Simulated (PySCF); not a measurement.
```xyz
18

C    -1.6576   -0.8200   -1.3128
B    -0.9502    0.1082   -0.2535
Si   -1.9778    1.0269    1.1531
C     0.6050    0.2937   -0.3427
C     1.5487    0.0983    0.8117
C     2.8033   -0.0043    0.0050
C     1.6063   -0.8288   -0.3486
H    -1.0357   -1.0865   -2.1660
H    -2.5938   -0.4093   -1.6893
H    -1.9290   -1.7551   -0.8171
H    -3.2010    1.6882    0.6692
H    -2.4391    0.1005    2.2027
H    -1.2335    2.0739    1.8692
H     0.8570    1.1339   -1.0022
H     1.3674   -0.0390    1.8565
H     3.6514   -0.5109    0.4504
H     3.0838    0.8222   -0.6406
H     1.4861   -1.8857   -0.4568
```

Geometry: GFN2-xTB.

Method: PBE0/def2-SVPD, SCF density, gas phase in PySCF.

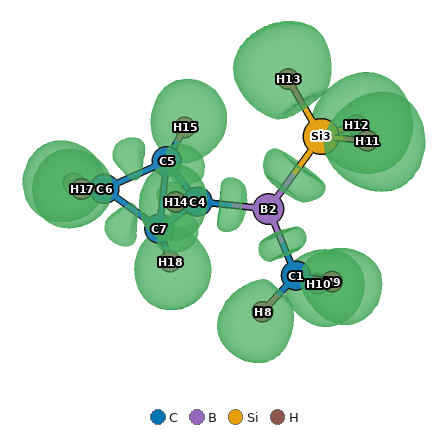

C5H11BSi. Isosurface of the ELF at 0.8 (green), seen at a tilt. Only the valence region is drawn (cores and ρ < 0.01 e/Å³ removed).

Q: Describe the localisation domains.

A: At this value the surface marks out two regions between bonded B–C atoms (shared pairs), one region between bonded B–Si atoms (shared pairs), five regions between bonded C–C atoms (shared pairs) and eleven regions around hydrogen nuclei. Along the contacts the grid gives the following. C–C (1.49 Å): the ELF peaks at about 0.75 between the atoms (localised, covalent bonding). C–B (1.57 Å): the ELF peaks at about 1 between the atoms (a covalent bond).
